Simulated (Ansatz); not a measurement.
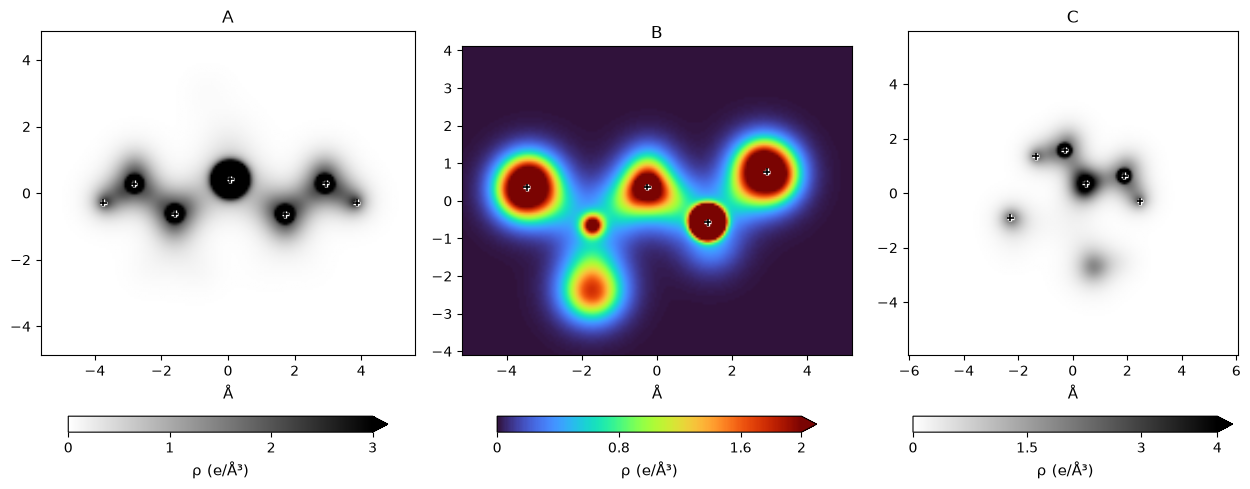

The electron density of 3 systems, each on a plane through atoms (crosses mark nuclei in the plane).

All numbers below come from Ansatz 0.2.0, RKS PBE0-D4/def2-TZVPP.

System 1: C$_{6}$H$_{17}$GeN, the plane of atoms C7, N6 and C8. Geometry: PBE0-D4/def2-TZVP.

```xyz
25

C    -0.6449   -2.9500    0.1817
C    -0.0705   -1.8229   -0.6666
Ge   -0.7207   -0.0340   -0.1938
C    -0.7385    1.1711   -1.7374
C     0.6476    1.3978   -2.3257
N     0.4475    0.7000    1.0436
C     0.1368    2.0304    1.5055
C     0.9157   -0.1449    2.1135
H    -1.7349   -2.9846    0.1111
H    -0.3976   -2.8305    1.2395
H    -0.2635   -3.9251   -0.1346
H    -0.3162   -1.9816   -1.7214
H     1.0218   -1.8030   -0.6084
H    -2.1563   -0.1510    0.4034
H    -1.1948    2.1185   -1.4367
H    -1.4132    0.7341   -2.4804
H     1.3304    1.8131   -1.5810
H     1.0899    0.4625   -2.6796
H     0.6175    2.0860   -3.1752
H    -0.6672    2.0574    2.2617
H     1.0239    2.4900    1.9599
H    -0.1685    2.6682    0.6723
H     1.2069   -1.1261    1.7332
H     0.1713   -0.2987    2.9147
H     1.8040    0.2990    2.5812
```

System 2: CH$_{5}$Cl$_{3}$Si$_{2}$ (SMILES Cl[SiH2]C[SiH](Cl)Cl), the plane of atoms Cl1, Si2 and C3. Geometry: PBE0-D4/def2-TZVP.

```csv
atom,x (Å),y (Å),z (Å)
Cl,-3.1335,-0.7271,-0.8155
Si,-1.0973,-0.5066,-1.0178
C,-0.4184,0.3412,0.5014
Si,1.4119,0.1806,0.7056
Cl,2.0828,1.4182,2.1891
Cl,2.3394,0.6871,-1.0503
H,-0.5157,-1.8620,-1.1664
H,-0.8488,0.2997,-2.2319
H,-0.6892,1.4011,0.4700
H,-0.8890,-0.0936,1.3906
H,1.8232,-1.1955,1.0458
```

System 3: C$_{8}$H$_{20}$GeO$_{2}$, the plane of atoms C6, C7 and H19. Geometry: PBE0-D4/def2-TZVP.

```yaml
atoms:
  - { symbol: C, position_ang: [-1.8850, 0.6023, -2.3422] }
  - { symbol: O, position_ang: [-1.4015, -0.4017, -1.4825] }
  - { symbol: Ge, position_ang: [-0.3187, -0.0426, -0.1217] }
  - { symbol: O, position_ang: [-0.9701, 1.4996, 0.5123] }
  - { symbol: C, position_ang: [-0.2386, 2.2927, 1.4067] }
  - { symbol: C, position_ang: [-0.6070, -1.5131, 1.1381] }
  - { symbol: C, position_ang: [-2.0606, -1.5384, 1.5908] }
  - { symbol: C, position_ang: [0.3599, -1.4472, 2.3140] }
  - { symbol: C, position_ang: [1.5365, 0.2226, -0.7185] }
  - { symbol: C, position_ang: [1.6443, 1.3644, -1.7206] }
  - { symbol: C, position_ang: [2.0893, -1.0804, -1.2846] }
  - { symbol: H, position_ang: [-2.8533, 0.2802, -2.7358] }
  - { symbol: H, position_ang: [-1.2106, 0.7602, -3.1930] }
  - { symbol: H, position_ang: [-2.0247, 1.5584, -1.8277] }
  - { symbol: H, position_ang: [0.8073, 2.4303, 1.0997] }
  - { symbol: H, position_ang: [-0.2380, 1.8774, 2.4232] }
  - { symbol: H, position_ang: [-0.7031, 3.2820, 1.4515] }
  - { symbol: H, position_ang: [-0.4012, -2.4221, 0.5604] }
  - { symbol: H, position_ang: [-2.2429, -2.3861, 2.2599] }
  - { symbol: H, position_ang: [-2.7421, -1.6228, 0.7422] }
  - { symbol: H, position_ang: [-2.3199, -0.6253, 2.1338] }
  - { symbol: H, position_ang: [0.2195, -2.3060, 2.9786] }
  - { symbol: H, position_ang: [0.1969, -0.5480, 2.9152] }
  - { symbol: H, position_ang: [1.4061, -1.4474, 1.9958] }
  - { symbol: H, position_ang: [2.1084, 0.4848, 0.1801] }
  - { symbol: H, position_ang: [1.1146, 1.1247, -2.6462] }
  - { symbol: H, position_ang: [1.2252, 2.2965, -1.3346] }
  - { symbol: H, position_ang: [2.6908, 1.5508, -1.9845] }
  - { symbol: H, position_ang: [1.5083, -1.4115, -2.1501] }
  - { symbol: H, position_ang: [2.0769, -1.8897, -0.5497] }
  - { symbol: H, position_ang: [3.1256, -0.9519, -1.6144] }
```

### Which map belongs to which system?

Panel A is system 3, C$_{8}$H$_{20}$GeO$_{2}$: the plane holds Ge, C and H. C–C (1.52 Å): the density is about 1.6 e/Å³ at the midpoint. Panel B is system 2, CH$_{5}$Cl$_{3}$Si$_{2}$: the plane holds Cl, Si and C. C–Si (1.87 Å): ρ is about 0.96 e/Å³ halfway. Panel C is system 1, C$_{6}$H$_{17}$GeN: the plane holds N, C and H. C–N (1.44 Å): the density is about 2 e/Å³ at the midpoint.
